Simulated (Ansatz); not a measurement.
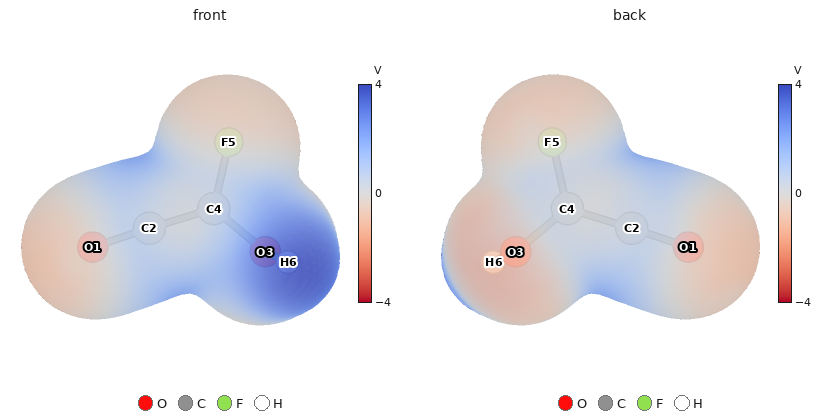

C$_{2}$HFO$_{2}$. The molecular electrostatic potential painted on the density surface at 0.004 e/bohr³, seen from the front and from behind; the colour scale runs from red (negative) to blue (positive).

Computed with Ansatz, RKS PBE-D4/def2-SVP.

| atom | x (Å) | y (Å) | z (Å) |
| --- | --- | --- | --- |
| O | -1.1048 | -1.9020 | 0.3864 |
| C | -0.4663 | -0.9759 | 0.0202 |
| O | 1.5922 | -0.0753 | -0.6877 |
| C | 0.2839 | 0.0602 | -0.3653 |
| F | -0.3003 | 1.2633 | -0.6072 |
| H | 2.1377 | 0.2984 | 0.0364 |

Question: Which sites attract a positive test charge, and which a negative one?

Answer: A positive charge is drawn to the negative regions and a negative charge to the positive ones. The most negative region (about −1.0 V) lies over O3, the most positive (about +3.7 V) over H6. O3 is the likeliest acceptor of a hydrogen bond.
